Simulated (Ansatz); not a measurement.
# Ga₄As₃N: what the fields show

The calculation's input:

```
crystal:
  lattice:
    - [3.8094919757, 0.0, 0.0]
    - [0.0, 3.8238492163, 5.3860200495]
    - [0.0, -3.8238492163, 5.3860200495]
  atoms:
    - { symbol: "N", position: [0.0, 0.0032177032, 0.0032177032] }
    - { symbol: As, position: [0.5, -0.0027772216, 0.5004447149] }
    - { symbol: As, position: [0.5, 0.5004447149, -0.0027772216] }
    - { symbol: As, position: [0.0, 0.503605362, 0.503605362] }
    - { symbol: Ga, position: [0.5, 0.8999971459, 0.8999971459] }
    - { symbol: Ga, position: [0.0, 0.8934504402, 0.3285453387] }
    - { symbol: Ga, position: [0.0, 0.3285453387, 0.8934504402] }
    - { symbol: Ga, position: [0.5, 0.3735165168, 0.3735165168] }
kpoints:
  mp_grid: { grid: [6, 4, 4] }
  band_path:
    path:
      - [0.0, 0.0, 0.0]
      - [0.0, 0.5, 0.5]
      - [0.0, 0.6239898309, 0.3760101691]
      - [0.0, 0.3760101691, -0.3760101691]
      - [0.5, 0.0, 0.0]
      - [0.5, 0.3760101691, -0.3760101691]
      - [0.5, 0.6239898309, 0.3760101691]
      - [0.5, 0.5, 0.5]
      - [0.0, 0.5, 0.0]
      - [0.15, 0.0, 0.0]
      - [0.1, 0.0, 0.0]
    npoints: 1
hamiltonian:
  xc: r2scan
scf:
  occupations: { method: fermi_dirac, width: 0.02 }
  n_extra_bands: 6
output:
  forces: true
  stress: true
  eigenvalues: true
  write_density: true
  write_potential: true
  elf: true
  volumetric_format: npy
```

Command:

```sh
ansatz run input.yaml --threads 4 --pin off --max-ram 6451MiB --backend cpu --events-out ev --progress --plain --runs-dir out
```

Below, planes, directions and counts refer to the conventional cell (a = 3.81 Å, b = 7.65 Å, c = 10.77 Å, α = 90.00°, β = 90.00°, γ = 90.00°).

Space group Amm2; started from the ordered alloy on zincblende lattice prototype, which need not be the ambient phase.

Theory: Ansatz, DFT, r2SCAN, plane waves, PAW.

Core electrons are frozen (PAW), and the valence fields are smoothed inside the atomic spheres.

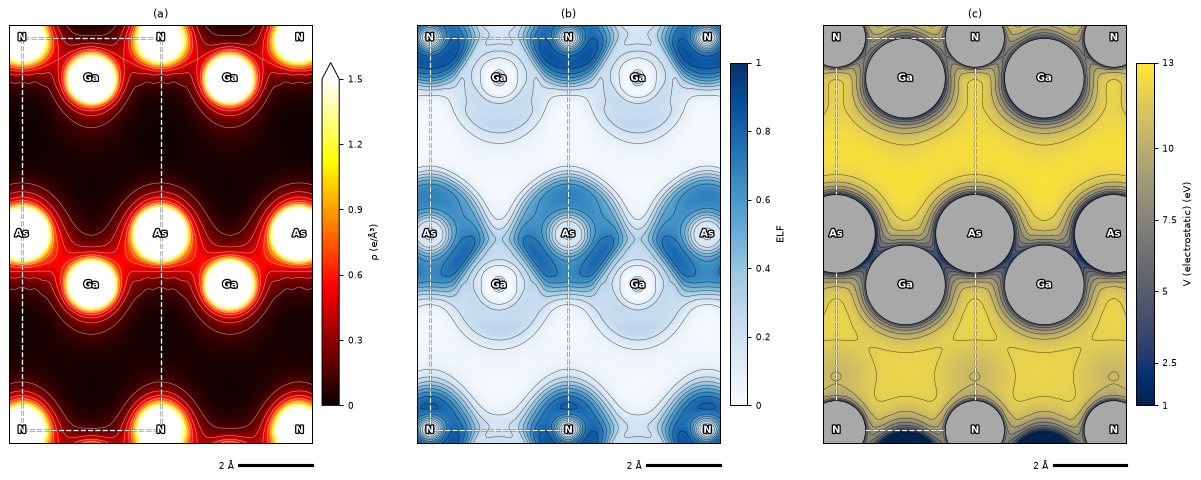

Figure 1. (a) valence electron density; (b) electron localisation function; (c) electrostatic potential energy of an electron on the (010) plane of the conventional cell. Grey discs cover the atomic cores in the potential map.

Question: What do the fields say about this system?

Answer: Atoms in the plane: N, As and Ga. Ga–As (2.36 Å): ρ at the midpoint is about 0.57 e/Å³; the ELF peaks at about 0.80 between the atoms; a covalent bond. Ga–N (2.21 Å): the density is about 0.46 e/Å³ at the midpoint; the ELF peaks at about 0.85 in the valence shell of N, 0.7 Å from its nucleus, and is about 0.45 at the midpoint. Between the atoms the lowest density in this plane is 0.01 e/Å³. Outside the cores the potential energy rises away from the atoms and is highest about 2.3 Å from the nearest atoms; its zero is arbitrary.

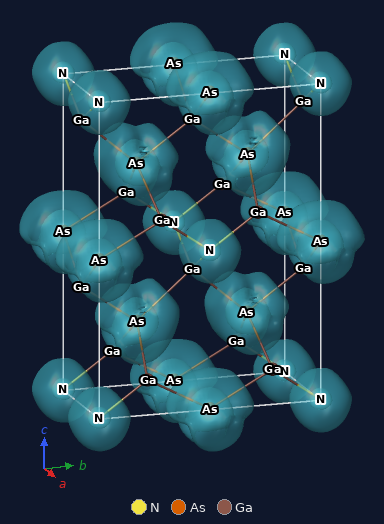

Figure 2. Isosurface of the electron localisation function at 0.6 (cyan), seen slightly off an axis. Only the valence region is drawn (cores and ρ < 0.01 e/Å³ removed). Sticks mark near contacts.

Question: Where are the electrons localised?

Answer: At this value the surface marks out six regions on As in which the atom's valence shell and bonds are merged and two regions wrapped around N (the valence shell of each), counted in one cell of 16 atoms. Regions shared between cells count once. Profiles from the grid: Ga–N (2.03 Å): the ELF peaks at about 0.85 in the valence shell of N, 0.7 Å from its nucleus, and is about 0.50 at the midpoint. Ga–As (2.35 Å): the ELF peaks at about 0.80 between the atoms; a covalent bond.
